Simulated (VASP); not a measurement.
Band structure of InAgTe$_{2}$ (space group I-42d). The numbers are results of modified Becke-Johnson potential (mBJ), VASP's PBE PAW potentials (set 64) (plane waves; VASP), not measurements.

mBJ is a potential without an energy functional, so only the levels count. Unless said otherwise, spin-orbit coupling is left out, though it shifts the bands of the heavy elements here.

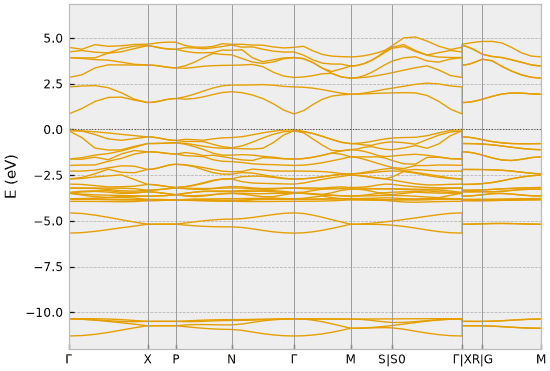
*Bands along high-symmetry lines, zero at the valence-band maximum or, without a gap, the Fermi level*

Q: Read the plot: is there a gap, and where are the band edges?

A: The gap is direct, 0.85 eV, from the valence maximum at Γ to the conduction minimum at Γ.

The structure comes from a computed database's InAgTe2 entry (I-42d); how it stands against other phases isn't given here. It was relaxed first. The cell's shape comes from a PBE relaxation.
